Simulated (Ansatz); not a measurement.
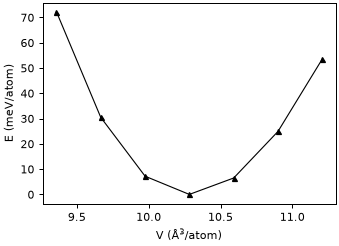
Figure. ZrB$_{2}$ in space group P6/mmm (No. 191; Zr on 1a, B on 2d) under volume change, PBE (plane waves, PAW; program Ansatz), shape and atoms relaxed at each volume.

### Question
What does a third-order Birch–Murnaghan fit give for V₀, B₀ and B′?

### Answer
V₀ = 10.28 Å³/atom, B₀ = 238 GPa, B′ = 4.0.

The PBE relaxation kept the symmetry of its start. No spin polarisation was allowed.

Potentials: the earlier of the program's two PAW sets.
